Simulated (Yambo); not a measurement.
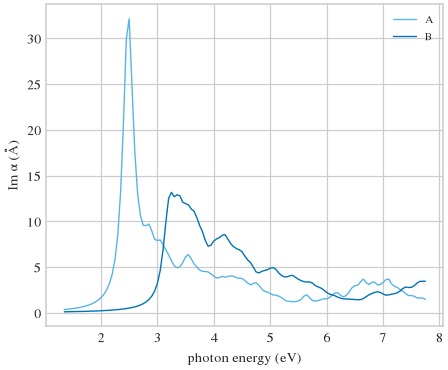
*Two computed absorption spectra of a free-standing PtS₂ monolayer (symmetry P-3m1, slab cell 15.5 Å high) (Yambo, PBEsol bands with the same scissor, field along x)*

Which curve includes the electron-hole attraction (BSE), and where are its main peaks?

Curve A: the attraction moves weight to lower energy (centre of the plotted range 3.8 eV against 4.5 eV). Its peaks lie at 2.5 eV, 3.5 eV. Settings: 18×18×1 mesh, 6 valence and 4 conduction bands, static screening with 46 bands and a 3 Ry block, scissor 1.16 eV, Tamm-Dancoff, stochastic integration of W near q = 0. The scissor comes from a G0W0 run whose convergence isn't established. Broadening 0.1 eV. The band window holds all transitions up to 7.8 eV. Fine structure above the onset can come from the mesh.

Spin-orbit coupling is not included.

Geometry relaxed with PBEsol; primitive cell a = b = 3.534 Å, c = 15.500 Å, α = β = 90.00°, γ = 120.00°.
